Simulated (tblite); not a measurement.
**Run report: C₇H₈GeO₂, geometry relaxation (part 3 of 3)**

Continued. System: C₇H₈GeO₂. Method: GFN2-xTB geometry optimisation, gas phase (tblite 0.8.0). It belongs to a series of runs on one base structure; here: CH2 inserted into a C-C bond.

Geometry of the input (Å):
```
C  3.0545  -2.2034  0.1718
C  2.1194  -1.2271  -0.1541
C  1.3346  -0.3999  -0.4395
C  0.6626  0.8045  0.0518
O  1.2639  1.9412  0.2963
C  0.4088  2.8438  0.7188
C  -0.7860  2.2529  0.7729
C  -0.7104  0.9355  0.3756
O  -1.7043  0.1232  0.3255
Ge -2.3126  -1.4723  -0.0706
H  3.7416  -2.9519  0.4193
H  0.2591  -1.1340  -0.5922
H  1.3363  -0.1421  -1.6389
H  0.7166  3.8814  0.9406
H  -1.7430  2.6957  1.0505
H  -1.6408  -1.9356  -1.4223
H  -3.8525  -1.4268  -0.4226
H  -2.1568  -2.5787  0.9807
```

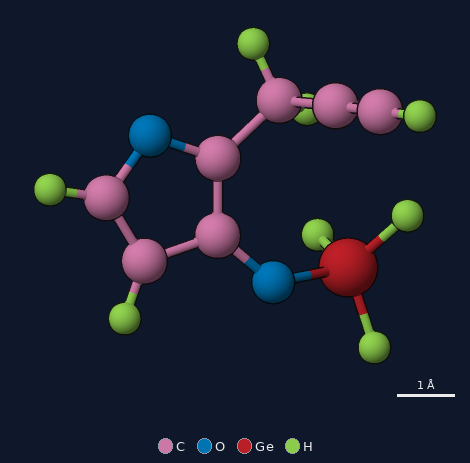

Fig. 1: The geometry at step 142 of the log (ball-and-stick view, seen at a tilt).

## Trajectory as extended XYZ, continued
```
18
Properties=species:S:1:pos:R:3:forces:R:3 step=118 energy=-790.87497
C     2.5026   -1.9991    0.7554   -0.1120   0.0810  -0.0720
C     1.8785   -1.3112   -0.0020    0.0910  -0.1050   0.1100
C     1.1491   -0.4543   -0.9240    0.0070   0.0000   0.0330
C     0.5171    0.7022   -0.2144   -0.0230   0.0440  -0.0040
O     1.2023    1.8745   -0.1459   -0.0180  -0.0580  -0.0100
C     0.4465    2.7503    0.5351    0.0020  -0.0680   0.0170
C    -0.7248    2.1787    0.9169    0.0440   0.0260   0.0150
C    -0.6840    0.8404    0.4285   -0.0580   0.0420   0.0310
O    -1.6945   -0.0382    0.6287    0.0880   0.0090  -0.0660
Ge   -2.1834   -1.5258   -0.1496   -0.0030   0.0020   0.0370
H     3.0406   -2.6098    1.4211   -0.0540   0.0600  -0.0590
H     0.3750   -1.0479   -1.4310    0.0310   0.0320   0.0110
H     1.8522   -0.0696   -1.6687   -0.0320   0.0050  -0.0130
H     0.8477    3.7346    0.6840   -0.0220  -0.0630  -0.0190
H    -1.5220    2.6196    1.4779   -0.0080   0.0070  -0.0220
H    -2.4423   -1.2971   -1.6216    0.0300   0.0100   0.0650
H    -3.4391   -1.7613    0.6239    0.0700  -0.0120  -0.0470
H    -1.1302   -2.5799    0.0495   -0.0320  -0.0120  -0.0080
18
Properties=species:S:1:pos:R:3:forces:R:3 step=124 energy=-790.87966
C     2.4387   -2.0341    0.7681   -0.0570   0.0540  -0.0070
C     1.8608   -1.3183    0.0025   -0.0130   0.0120  -0.0130
C     1.1629   -0.4410   -0.9234   -0.0190   0.0070  -0.0450
C     0.5201    0.7105   -0.2180   -0.0030  -0.0260   0.0580
O     1.1860    1.8920   -0.1824   -0.0400   0.0030   0.0220
C     0.4303    2.7605    0.5057   -0.0940  -0.0300   0.0050
C    -0.7233    2.1765    0.9243    0.0570   0.0280  -0.0160
C    -0.6652    0.8324    0.4578    0.0380   0.0190  -0.0450
O    -1.6390   -0.0749    0.6925   -0.0200  -0.0230  -0.0170
Ge   -2.1492   -1.5268   -0.1365    0.0050  -0.0160  -0.0110
H     2.9421   -2.6559    1.4461    0.0060  -0.0100  -0.0030
H     0.4004   -1.0208   -1.4601   -0.0230  -0.0220   0.0030
H     1.8739   -0.0426   -1.6529    0.0330  -0.0240   0.0240
H     0.8058    3.7566    0.6157    0.0330   0.0390   0.0210
H    -1.5240    2.6147    1.4844    0.0460  -0.0070  -0.0090
H    -2.4423   -1.2211   -1.5863    0.0300   0.0000   0.0420
H    -3.3884   -1.8062    0.6441    0.0450  -0.0040  -0.0080
H    -1.0983   -2.5950   -0.0180   -0.0250   0.0000   0.0000
18
Properties=species:S:1:pos:R:3:forces:R:3 step=130 energy=-790.88458
C     2.3077   -2.0443    0.8143    0.0130   0.0050   0.0220
C     1.8040   -1.3207    0.0058   -0.0350  -0.0120  -0.0120
C     1.1733   -0.4261   -0.9493   -0.0050  -0.0200   0.0010
C     0.5271    0.7232   -0.2452   -0.0150   0.0110  -0.0150
O     1.1531    1.9251   -0.2550    0.0450   0.0170   0.0040
C     0.4036    2.7779    0.4595    0.0470   0.0260   0.0030
C    -0.7051    2.1616    0.9415   -0.0350  -0.0210  -0.0020
C    -0.6286    0.8157    0.4824    0.0160   0.0080  -0.0320
O    -1.5560   -0.1278    0.7603   -0.0230   0.0000   0.0160
Ge   -2.0965   -1.5324   -0.1296    0.0140  -0.0220   0.0240
H     2.7688   -2.6720    1.5164   -0.0050  -0.0170   0.0070
H     0.4244   -0.9872   -1.5250   -0.0010   0.0060  -0.0140
H     1.9328   -0.0407   -1.6336   -0.0050   0.0240  -0.0150
H     0.7644    3.7833    0.5484   -0.0200   0.0010   0.0100
H    -1.4876    2.5797    1.5388   -0.0010   0.0120   0.0090
H    -2.4734   -1.1267   -1.5300    0.0250  -0.0090  -0.0090
H    -3.2813   -1.8838    0.6986   -0.0100  -0.0070   0.0170
H    -1.0394   -2.5986   -0.1347   -0.0040  -0.0010  -0.0110
18
Properties=species:S:1:pos:R:3:forces:R:3 step=136 energy=-790.88583
C     2.2873   -2.0278    0.8289    0.0020  -0.0050   0.0000
C     1.7867   -1.3214    0.0032   -0.0060   0.0000  -0.0040
C     1.1686   -0.4265   -0.9601    0.0010   0.0010  -0.0010
C     0.5277    0.7271   -0.2574    0.0000   0.0070  -0.0060
O     1.1600    1.9269   -0.2575   -0.0020  -0.0060  -0.0030
C     0.4127    2.7761    0.4642    0.0070  -0.0010  -0.0010
C    -0.6986    2.1596    0.9414   -0.0100  -0.0020   0.0030
C    -0.6260    0.8167    0.4733   -0.0040  -0.0060   0.0040
O    -1.5504   -0.1299    0.7549    0.0070   0.0130  -0.0030
Ge   -2.0897   -1.5410   -0.1268    0.0010   0.0090   0.0040
H     2.7415   -2.6525    1.5383   -0.0080  -0.0120   0.0070
H     0.4194   -0.9834   -1.5393   -0.0050   0.0110  -0.0070
H     1.9332   -0.0460   -1.6418    0.0000   0.0120  -0.0050
H     0.7687    3.7820    0.5608    0.0120   0.0050   0.0010
H    -1.4753    2.5796    1.5454   -0.0080  -0.0050   0.0000
H    -2.4824   -1.1302   -1.5217    0.0080  -0.0140  -0.0070
H    -3.2608   -1.8976    0.7191   -0.0010  -0.0080   0.0050
H    -1.0314   -2.6052   -0.1610    0.0060   0.0020   0.0140
18
Properties=species:S:1:pos:R:3:forces:R:3 step=142 energy=-790.88659
C     2.2689   -2.0305    0.8301   -0.0320  -0.0020  -0.0250
C     1.7710   -1.3250    0.0014    0.0230   0.0020   0.0150
C     1.1660   -0.4227   -0.9636   -0.0100   0.0090  -0.0130
C     0.5247    0.7320   -0.2633    0.0190  -0.0040   0.0080
O     1.1557    1.9318   -0.2650    0.0230   0.0040   0.0080
C     0.4125    2.7800    0.4624    0.0100   0.0070  -0.0090
C    -0.6971    2.1621    0.9424   -0.0100   0.0010   0.0060
C    -0.6247    0.8200    0.4733   -0.0010   0.0000  -0.0050
O    -1.5451   -0.1281    0.7588   -0.0260  -0.0020   0.0050
Ge   -2.0775   -1.5419   -0.1209    0.0100  -0.0220  -0.0110
H     2.7077   -2.6650    1.5410   -0.0030   0.0030  -0.0010
H     0.4174   -0.9726   -1.5502    0.0040   0.0010  -0.0120
H     1.9356   -0.0403   -1.6386    0.0090  -0.0070  -0.0020
H     0.7751    3.7840    0.5607   -0.0170  -0.0070   0.0000
H    -1.4758    2.5755    1.5477    0.0010   0.0190   0.0120
H    -2.4661   -1.1427   -1.5200   -0.0120   0.0040  -0.0040
H    -3.2439   -1.9115    0.7254   -0.0080   0.0050   0.0030
H    -1.0132   -2.5988   -0.1578    0.0200  -0.0120   0.0250
18
Properties=species:S:1:pos:R:3:forces:R:3 step=149 energy=-790.88980
C     2.2309   -2.0367    0.8074   -0.0130  -0.0110  -0.0110
C     1.7525   -1.3187   -0.0218    0.0150  -0.0250  -0.0040
C     1.1523   -0.4076   -0.9808   -0.0030  -0.0110  -0.0040
C     0.5203    0.7407   -0.2625   -0.0310   0.0130  -0.0350
O     1.1739    1.9274   -0.2359   -0.0130   0.0130   0.0320
C     0.4326    2.7791    0.4885   -0.0430   0.0170   0.0250
C    -0.7010    2.1774    0.9374    0.0760   0.0220  -0.0190
C    -0.6438    0.8406    0.4507    0.0260  -0.0060   0.0010
O    -1.5891   -0.0902    0.7103    0.0010  -0.0280  -0.0240
Ge   -2.0511   -1.5680   -0.1081    0.0250   0.0090   0.0390
H     2.6592   -2.6793    1.5172    0.0050   0.0010   0.0050
H     0.3958   -0.9475   -1.5673    0.0270   0.0010  -0.0120
H     1.9232   -0.0243   -1.6560   -0.0340  -0.0180   0.0300
H     0.8187    3.7721    0.6084   -0.0430   0.0000   0.0100
H    -1.4851    2.5957    1.5340    0.0340   0.0150  -0.0110
H    -2.4009   -1.2489   -1.5381   -0.0180  -0.0150  -0.0030
H    -3.2388   -1.9072    0.7245    0.0070  -0.0020  -0.0280
H    -0.9585   -2.5982   -0.0443   -0.0180   0.0250   0.0100
18
Properties=species:S:1:pos:R:3:forces:R:3 step=155 energy=-790.89212
C     2.2044   -2.0566    0.7833   -0.0010   0.0070   0.0020
C     1.7328   -1.3214   -0.0348    0.0010  -0.0110  -0.0050
C     1.1411   -0.3988   -0.9887    0.0080   0.0020   0.0090
C     0.5128    0.7526   -0.2702    0.0000  -0.0010   0.0100
O     1.1802    1.9326   -0.2220   -0.0120  -0.0020  -0.0020
C     0.4411    2.7843    0.5053   -0.0060  -0.0030   0.0030
C    -0.6995    2.1883    0.9391    0.0070   0.0010   0.0000
C    -0.6536    0.8560    0.4380   -0.0010   0.0050  -0.0060
O    -1.6154   -0.0639    0.6755    0.0080   0.0040  -0.0040
Ge   -2.0280   -1.5798   -0.0938   -0.0040   0.0020  -0.0120
H     2.6319   -2.7034    1.4899   -0.0020  -0.0050  -0.0040
H     0.3887   -0.9307   -1.5867    0.0070   0.0050   0.0000
H     1.9191   -0.0165   -1.6541   -0.0010   0.0000  -0.0050
H     0.8283    3.7747    0.6389   -0.0090  -0.0030   0.0010
H    -1.4809    2.6113    1.5351    0.0100   0.0050  -0.0020
H    -2.3460   -1.3358   -1.5471    0.0030  -0.0050   0.0070
H    -3.2435   -1.9048    0.7010   -0.0070   0.0010   0.0090
H    -0.9223   -2.5820    0.0549    0.0010  -0.0020  -0.0010
18
Properties=species:S:1:pos:R:3:forces:R:3 step=161 energy=-790.89233
C     2.1882   -2.0652    0.7849   -0.0010   0.0030  -0.0010
C     1.7287   -1.3251   -0.0357    0.0010   0.0030   0.0040
C     1.1485   -0.3937   -0.9882    0.0000  -0.0030  -0.0040
C     0.5178    0.7562   -0.2692    0.0040  -0.0010  -0.0040
O     1.1749    1.9422   -0.2315   -0.0030  -0.0040   0.0000
C     0.4335    2.7908    0.4967    0.0000  -0.0060   0.0020
C    -0.6986    2.1870    0.9413   -0.0050   0.0000  -0.0030
C    -0.6459    0.8534    0.4443    0.0040   0.0010  -0.0020
O    -1.5992   -0.0737    0.6882    0.0050   0.0060  -0.0010
Ge   -2.0224   -1.5815   -0.0913   -0.0010  -0.0050  -0.0030
H     2.6051   -2.7193    1.4912    0.0000  -0.0030  -0.0040
H     0.3984   -0.9199   -1.5940    0.0000  -0.0010  -0.0020
H     1.9314   -0.0118   -1.6482    0.0000   0.0030   0.0080
H     0.8112    3.7858    0.6227   -0.0010  -0.0010   0.0020
H    -1.4777    2.6077    1.5416   -0.0020   0.0010  -0.0010
H    -2.3472   -1.3281   -1.5413    0.0010   0.0010   0.0050
H    -3.2346   -1.9076    0.7089   -0.0020   0.0020   0.0050
H    -0.9208   -2.5906    0.0433   -0.0010   0.0040  -0.0010
```

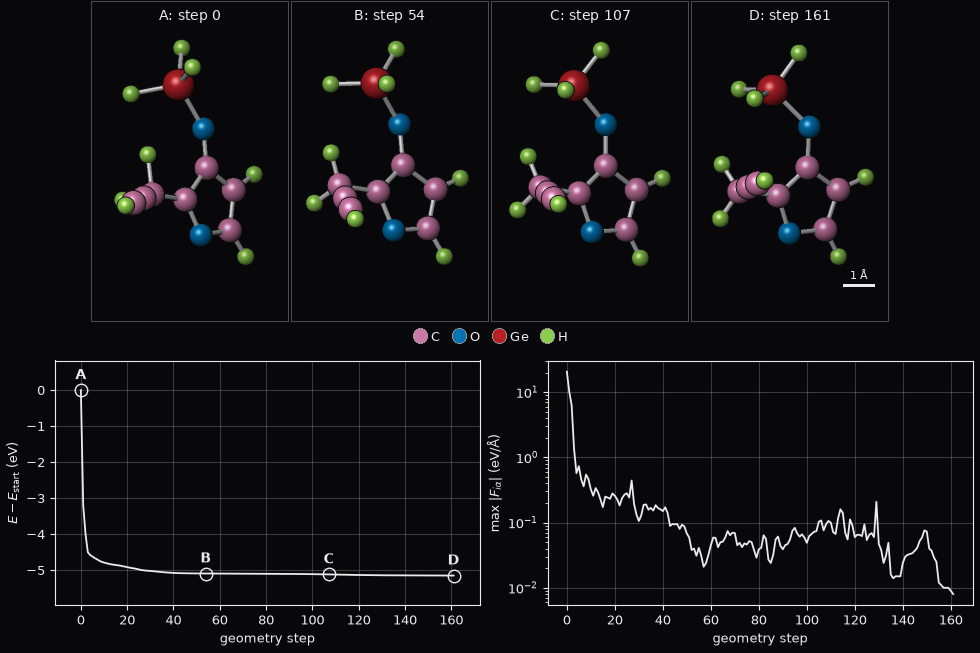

Fig. 2: Frames of the relaxation (ball-and-stick view, seen at a tilt) above the curves, on which the letters mark them (steps are counted from 0).

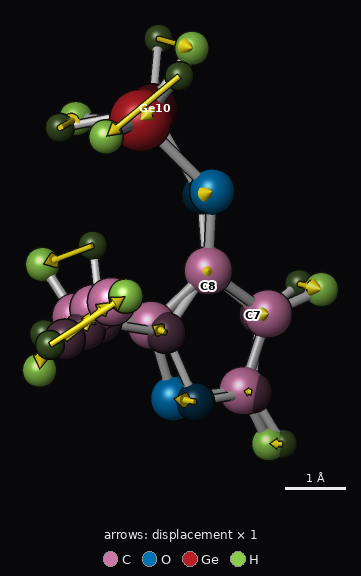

Fig. 3: Start (faint) and end (solid) with the displacements as yellow arrows, at true length (ball-and-stick view, seen at a tilt). The two geometries are laid on each other by the best rigid fit. The largest move after the best rigid fit is that of H18, 1.61 Å. Largest moves by element: H 1.61 Å, C 1.05 Å, O 0.47 Å, Ge 0.33 Å. Among the contacts that change: C2–C3 1.175 → 1.453 Å, C3–H12 1.311 → 1.098 Å, C1–C2 1.391 → 1.197 Å, C3–H13 1.227 → 1.093 Å. Among the angles that change: C2–C3–C4 143.5° → 110.2°, H12–C3–H13 90.3° → 108.9°, C8–O9–Ge10 148.5° → 132.9°. The energy falls by 5.148 eV in 161 geometry steps. The largest force component goes from 21 to 0.008 eV/Å. (Atoms are counted from 1 in the order of the input.)

## Results in brief

| quantity | value |
| --- | --- |
| outcome | converged |
| total energy | −790.8923 eV |
| wall time | 2.2 s |
| peak memory | 0.18 GiB |
